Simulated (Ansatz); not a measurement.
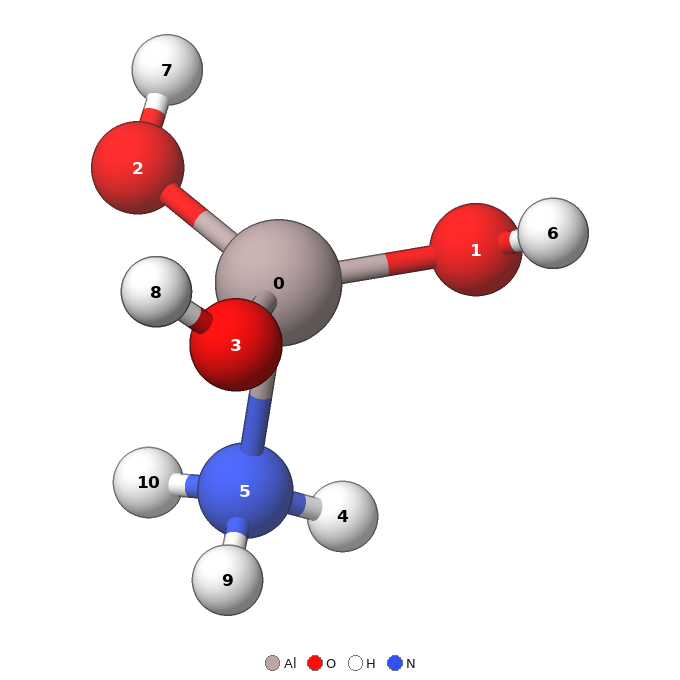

Starting geometry of the run. Atoms are numbered from 0, in the order of the input.

The calculation was set up as follows.

```yaml
crystal:
  periodic: [false, false, false]
  atoms:
    - {symbol: Al, position_ang: [0.134748, -0.509722, 0.002439]}
    - {symbol: O, position_ang: [1.226448, -0.514681, -1.330469]}
    - {symbol: O, position_ang: [0.812018, -0.615039, 1.583024]}
    - {symbol: O, position_ang: [-1.420304, -1.209375, -0.242568]}
    - {symbol: H, position_ang: [0.192426, 1.945467, -0.671453]}
    - {symbol: N, position_ang: [-0.379806, 1.437645, -0.005396]}
    - {symbol: H, position_ang: [1.094262, -1.111888, -2.063429]}
    - {symbol: H, position_ang: [1.701659, -0.937172, 1.709445]}
    - {symbol: H, position_ang: [-1.763111, -1.858825, 0.367251]}
    - {symbol: H, position_ang: [-1.355058, 1.537312, -0.266000]}
    - {symbol: H, position_ang: [-0.243285, 1.836379, 0.917256]}
basis:
  gaussian: {orbitals: def2-TZVPP}
hamiltonian: {xc: pbe}
correlation: {method: rpa}
```

Command:

```sh
ansatz run in.yaml --threads 8 --pin off --events-out ev --progress --plain --max-ram 19148MiB
```

Result:

```
Functional definition: PBE
  name "PBE"
  cite "Perdew, Burke & Ernzerhof, Phys. Rev. Lett. 77, 3865 (1996) doi:10.1103/PhysRevLett.77.3865"
  parent pbe
  parameter kappa = 0.804
  parameter beta = 0.06672455060314922
  exchange = pbe_x(kappa = kappa, mu = beta*pi^2/3)
  correlation = pbe_c(beta = beta)
1512 factors; integrals over basis functions are off by at most 9.9e-4 eV
mean field evaluation 1: about -14297.2581 eV, gradient 1.3e2 eV
mean field evaluation 2: about -14297.2560 eV, gradient 1.3e2 eV
mean field evaluation 4: about -14320.3679 eV, gradient 3.9e1 eV
mean field evaluation 8: about -14323.4453 eV, gradient 1.4e-1 eV
mean field evaluation 16: about -14323.4439 eV, gradient 6.3e-5 eV
mean field evaluation 32: about -14269.5134 eV, gradient 8.8e1 eV
mean field -14323.44387487 eV, -526.3768536226 hartree, gradient 2.0e-6 eV, S^2 0.000000; 0 other end points of the search recorded, 0 dependent functions left out
9 core orbitals not correlated: weight in the atoms' cores, before any rotation towards them, 1.000 or more for the frozen orbitals, at most 0.000 for the correlated occupied ones
reference -14279.54293573 eV, -524.7635238664 hartree; 16, 16 occupied and 225, 225 virtual orbitals, 1512 factors
Total energy: -14323.25648989 eV, -526.3699673517 hartree
```
